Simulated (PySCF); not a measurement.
**NMR shielding calculation, with input and output: C$_{8}$H$_{11}$P**

System: C$_{8}$H$_{11}$P, SMILES C#CCP1CCC=C1C.
Method: GIAO PBE0/pcSseg-1 NMR shielding, non-relativistic, gas phase (PySCF 2.14.0).

The geometry comes from this level: PBE0-D3(BJ)/def2-SVP. Figures and captions count atoms from 1; the log counts them from 0 in places.

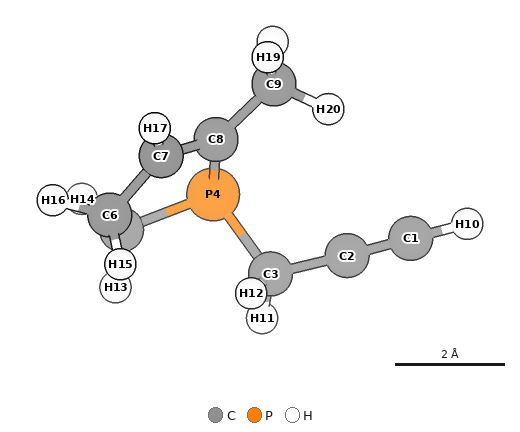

**Figure 1.** The input geometry (ball-and-stick view, seen at a tilt; atoms are numbered from 1 in the order of the input).

### Input
```
{"job": {"kind": "nmr", "xc": "PBE0", "basis": "pcSseg-1"}, "charge": 0, "multiplicity": 1}
C      2.506233     2.320620     0.097859
C      2.111267     1.205198    -0.164843
C      1.604186    -0.111751    -0.494738
P      0.031334    -0.026311    -1.540847
C     -0.540624    -1.793576    -1.356004
C     -1.284982    -1.927697    -0.020522
C     -1.718532    -0.553477     0.395092
C     -1.154780     0.494946    -0.225182
C     -1.416408     1.936626     0.059535
H      2.868755     3.304165     0.330828
H      2.352797    -0.662837    -1.089524
H      1.412569    -0.689858     0.424839
H      0.300679    -2.494863    -1.464552
H     -1.224618    -1.985300    -2.197944
H     -0.637823    -2.366160     0.762919
H     -2.142958    -2.615385    -0.108088
H     -2.445977    -0.424670     1.205920
H     -1.817123     2.445871    -0.832100
H     -2.135092     2.059533     0.883497
H     -0.483865     2.457974     0.328110
```

The first line tells a small driver script what to run in PySCF; the rest is the geometry in Å.

Launch command:
```bash
OMP_NUM_THREADS=1 python <driver script> task.json out
```

### Output
```
coarse grid: 17136 points
cycle   1  E = -652.0639070114  dE =  1.064e+00  |g| = 4.598e-01  |ddm| = 4.351e+00
cycle   2  E = -652.0628536763  dE =  1.053e-03  |g| = 4.673e-01  |ddm| = 1.055e+00
cycle   3  E = -652.1202131492  dE = -5.736e-02  |g| = 7.316e-02  |ddm| = 5.637e-01
cycle   4  E = -652.1212721197  dE = -1.059e-03  |g| = 3.917e-02  |ddm| = 1.315e-01
cycle   5  E = -652.1215995346  dE = -3.274e-04  |g| = 1.649e-02  |ddm| = 3.994e-02
cycle   6  E = -652.1216636342  dE = -6.410e-05  |g| = 4.389e-03  |ddm| = 1.686e-02
cycle   7  E = -652.1216678174  dE = -4.183e-06  |g| = 1.662e-03  |ddm| = 4.453e-03
final grid: 160688 points
cycle   8  E = -652.1787125111  dE = -3.367e-05  |g| = 9.324e-03  |ddm| = 4.597e-02
cycle   9  E = -652.1786981392  dE =  1.437e-05  |g| = 1.195e-02  |ddm| = 2.121e-02
cycle  10  E = -652.1787347702  dE = -3.663e-05  |g| = 1.880e-03  |ddm| = 1.346e-02
cycle  11  E = -652.1787356761  dE = -9.059e-07  |g| = 3.688e-04  |ddm| = 2.080e-03
cycle  12  E = -652.1787357018  dE = -2.564e-08  |g| = 1.873e-04  |ddm| = 5.114e-04
cycle  13  E = -652.1787357096  dE = -7.847e-09  |g| = 6.821e-05  |ddm| = 1.823e-04
cycle  14  E = -652.1787357107  dE = -1.108e-09  |g| = 1.568e-05  |ddm| = 7.286e-05
cycle  15  E = -652.1787357108  dE = -6.435e-11  |g| = 3.881e-06  |ddm| = 1.835e-05
```

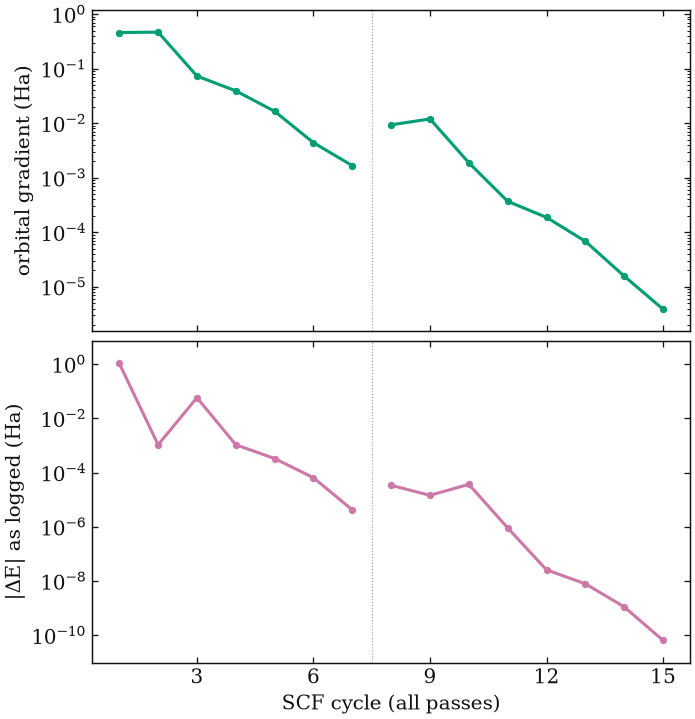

**Figure 2.** Convergence of the self-consistent field: orbital gradient and size of the energy change against the SCF cycle. The dotted line marks the change from a coarse to the final integration grid. The first 7 cycles use a coarse grid, the final grid takes over at cycle 8, and the field converges after 15 cycles in all.

```
converged SCF energy = -652.1787357108

GIAO shielding tensors (ppm)
atom      isotropic    diamagn.    paramagn.     s11        s22        s33       span
  0 C      109.327     258.501    -149.174     36.315     39.015    252.651    216.336
  1 C       99.160     259.310    -160.149     -1.355      5.773    293.062    294.417
  2 C      163.724     253.265     -89.541    148.633    166.184    176.355     27.722
  3 P      324.841     965.957    -641.115    270.149    346.685    357.689     87.539
  4 C      156.380     254.411     -98.030    133.971    162.531    172.639     38.668
  5 C      148.219     248.474    -100.255    118.233    151.766    174.657     56.424
  6 C       41.055     252.675    -211.620    -59.285     63.639    118.812    178.098
  7 C       29.674     265.710    -236.036    -73.833     30.312    132.544    206.377
  8 C      162.315     244.545     -82.231    146.791    156.284    183.869     37.078
  9 H       29.467      32.964      -3.497     24.134     24.530     39.736     15.603
 10 H       29.274      27.467       1.807     23.367     28.854     35.601     12.234
 11 H       28.886      31.367      -2.481     23.429     30.403     32.828      9.399
 12 H       29.840      30.670      -0.830     25.862     27.857     35.802      9.940
 13 H       29.470      30.522      -1.052     23.666     27.786     36.958     13.292
 14 H       28.552      30.225      -1.673     25.119     26.053     34.484      9.365
 15 H       28.780      28.620       0.160     23.720     26.871     35.750     12.031
 16 H       25.162      32.320      -7.158     23.434     24.361     27.692      4.258
 17 H       29.118      27.892       1.225     25.200     27.046     35.107      9.907
 18 H       29.179      29.177       0.002     24.818     27.767     34.953     10.135
 19 H       28.674      30.183      -1.510     22.839     29.111     34.070     11.231
```

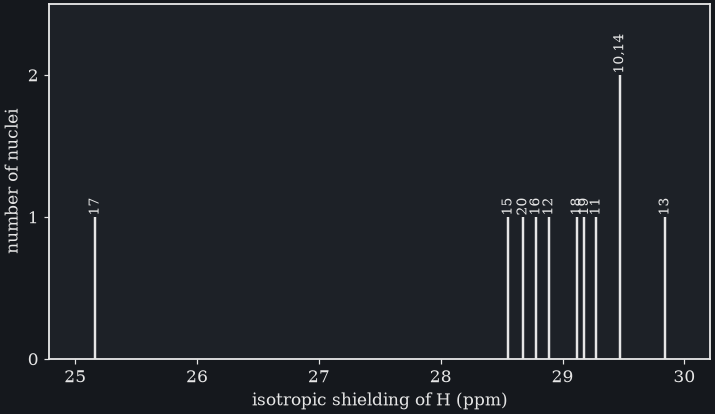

**Figure 3.** Isotropic shieldings of the hydrogen nuclei in this fixed geometry, labelled by atom number; shielding grows to the right, so chemical shift grows to the left. The least shielded is H17 (25.2 ppm), the most shielded H13 (29.8 ppm).

### Summary

```tsv
quantity	value
outcome	converged
total energy	−652.178736 hartree
HOMO	−6.43 eV
LUMO	−0.05 eV
dipole moment	1.70 D
isotropic shielding, C	29.7 to 163.7 ppm
isotropic shielding, P	324.8 ppm
isotropic shielding, H	25.2 to 29.8 ppm
hardware	1 CPU thread, shared host
wall time	39 s
peak memory	1.1 GiB
```
